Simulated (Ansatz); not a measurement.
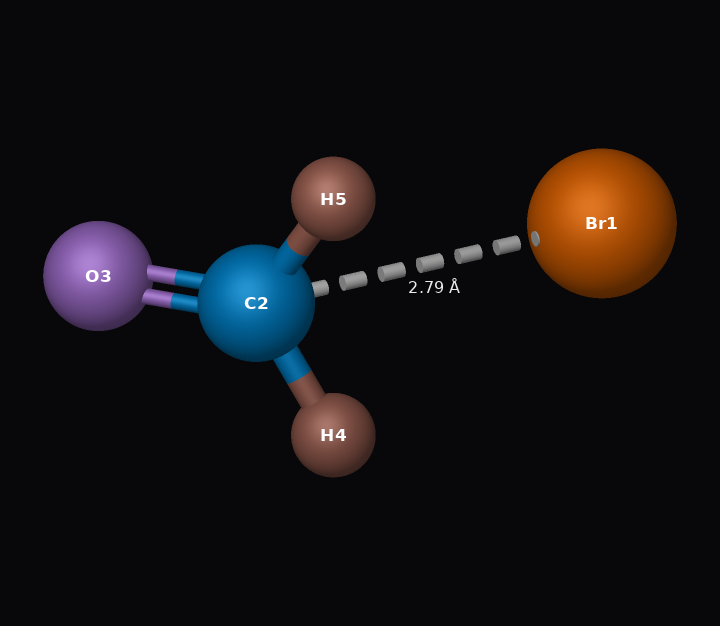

Two molecules or ions; the broken line marks their closest contact (measured against van der Waals radii). State: charge −1, singlet. Geometry: a pair of rigid molecules at a changed separation. Program: Ansatz 0.2.0.

> Which two species are they?

Br and CH2O (`C=O.[Br-]`).

Give the counterpoise-corrected interaction energy (kJ/mol, monomers kept as in the pair) with RHF-CCSD(T) (frozen core)/def2-TZVPPD; ωB97M-V/def2-TZVPPD.

```json
{"level": "RHF-CCSD(T) (frozen core)/def2-TZVPPD", "interaction energy (kJ/mol)": "−25.3"}
{"level": "ωB97M-V/def2-TZVPPD", "interaction energy (kJ/mol)": "−33.3"}
```
